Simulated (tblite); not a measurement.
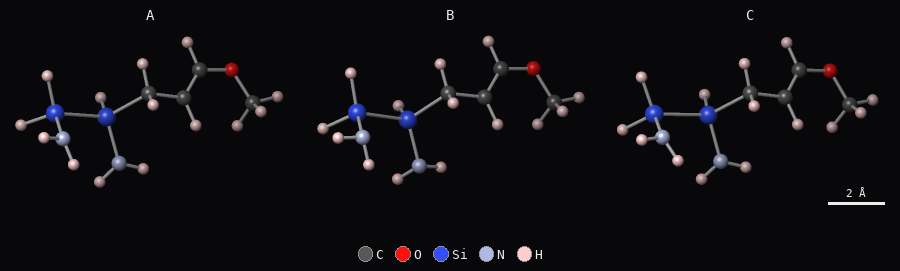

3 geometries from one relaxation of C4H14N2OSi2, in shuffled order. A ball-and-stick model, seen at a tilt.

Computed with GFN2-xTB geometry optimisation, gas phase in tblite 0.8.0. 

**Put them in the order of the run, from the start to the converged end.**

B, A, C. They are steps 0, 29, 107, at +0.432 eV, +0.017 eV relative to the last. An H atom moves most after the best rigid fit: 0.47 Å. By element the largest moves are H 0.47 Å, Si 0.25 Å, C 0.20 Å, N 0.18 Å, O 0.17 Å. Among the contacts that change: Si–Si 2.349 → 2.298 Å, C–Si 1.875 → 1.915 Å, C–C 1.355 → 1.326 Å, H–N 1.035 → 1.007 Å. Bond angles that change, for instance: Si–N–H 109.9° → 119.6°, Si–N–H 109.2° → 118.8°, N–Si–H 104.7° → 112.9°. The energy falls by 0.432 eV in 107 geometry steps.
